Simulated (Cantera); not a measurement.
A closed system holds: 1 mol Si2H6, a varied amount of HCl, 110 mol N2, equilibrated at 1600 K and 4.88 Torr.

Cantera equilibrium calculation (NASA polynomials, part measured and part estimated; ideal gas, pure solids and liquids). Candidate condensed phases: NH4Cl, Si, Si3N4; 28 gas species. The feed counts by its element totals alone. The tables' values for SiCl3 are old estimates; treat these amounts as uncertain. Equilibrium is a limit: real reactors are often held back by kinetics, nucleation or transport.

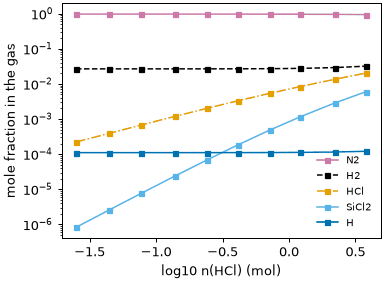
Equilibrium gas composition (values under 1e-9 drawn at 1e-9)

**Question.** Read off the mole fractions at 3.8 mol HCl.

**Answer.** N2 about 0.94, H2 about 0.032, HCl about 0.020, SiCl2 about 0.0060, H about 0.00012.
